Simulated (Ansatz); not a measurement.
Process, species as SMILES: CSC + H+ → C[SH+]C
B3LYP-D3(BJ)/def2-TZVP geometries, fixed; electronic energies without zero-point terms; positive where energy is released.

Basis-set convergence of the proton affinity at PBE0 with Ansatz (a first-principles code). Cartesian d functions, on some or all atoms, in 6-31G*, 6-31G**, 6-311G**; all else is spherical. The program fits the integrals of some runs and decomposes those of others, by size. No added dispersion term, no relativity. Functions are those of the species that has most. Reference: the value in pcseg-4, 205.84 kcal/mol, itself unsure by roughly 0.05 kcal/mol (its mean distance from aug-pcseg-3, aug-cc-pV(Q+d)Z, cc-pV(5+d)Z). Deviations are taken from unrounded values.

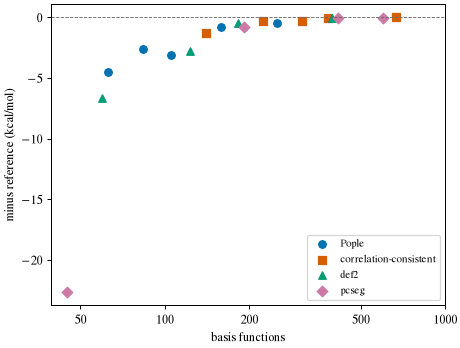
Figure. Deviation from the reference against the number of basis functions, by family of sets.

```json
[
 {"basis": "pcseg-0", "functions": "45", "proton affinity (kcal/mol)": "183.21", "minus reference (kcal/mol)": "-22.63"},
 {"basis": "def2-SV(P)", "functions": "60", "proton affinity (kcal/mol)": "199.21", "minus reference (kcal/mol)": "-6.63"},
 {"basis": "6-31G*", "functions": "63", "proton affinity (kcal/mol)": "201.37", "minus reference (kcal/mol)": "-4.47"},
 {"basis": "6-31G**", "functions": "84", "proton affinity (kcal/mol)": "203.22", "minus reference (kcal/mol)": "-2.62"},
 {"basis": "6-311G**", "functions": "105", "proton affinity (kcal/mol)": "202.78", "minus reference (kcal/mol)": "-3.06"},
 {"basis": "def2-SVPD", "functions": "123", "proton affinity (kcal/mol)": "203.11", "minus reference (kcal/mol)": "-2.73"},
 {"basis": "aug-cc-pV(D+d)Z", "functions": "141", "proton affinity (kcal/mol)": "204.59", "minus reference (kcal/mol)": "-1.25"},
 {"basis": "6-311++G(2d,2p)", "functions": "159", "proton affinity (kcal/mol)": "205.09", "minus reference (kcal/mol)": "-0.75"},
 {"basis": "def2-TZVPD", "functions": "183", "proton affinity (kcal/mol)": "205.35", "minus reference (kcal/mol)": "-0.49"},
 {"basis": "pcseg-2", "functions": "192", "proton affinity (kcal/mol)": "205.02", "minus reference (kcal/mol)": "-0.83"},
 {"basis": "jun-cc-pV(T+d)Z", "functions": "224", "proton affinity (kcal/mol)": "205.52", "minus reference (kcal/mol)": "-0.32"},
 {"basis": "6-311++G(3df,3pd)", "functions": "251", "proton affinity (kcal/mol)": "205.41", "minus reference (kcal/mol)": "-0.43"},
 {"basis": "aug-cc-pV(T+d)Z", "functions": "308", "proton affinity (kcal/mol)": "205.57", "minus reference (kcal/mol)": "-0.27"},
 {"basis": "cc-pV(Q+d)Z", "functions": "384", "proton affinity (kcal/mol)": "205.81", "minus reference (kcal/mol)": "-0.03"},
 {"basis": "def2-QZVPP", "functions": "394", "proton affinity (kcal/mol)": "205.78", "minus reference (kcal/mol)": "-0.06"},
 {"basis": "pcseg-3", "functions": "415", "proton affinity (kcal/mol)": "205.82", "minus reference (kcal/mol)": "-0.02"},
 {"basis": "aug-pcseg-3", "functions": "602", "proton affinity (kcal/mol)": "205.81", "minus reference (kcal/mol)": "-0.03"},
 {"basis": "cc-pV(5+d)Z", "functions": "667", "proton affinity (kcal/mol)": "205.86", "minus reference (kcal/mol)": "0.02"}
]
```
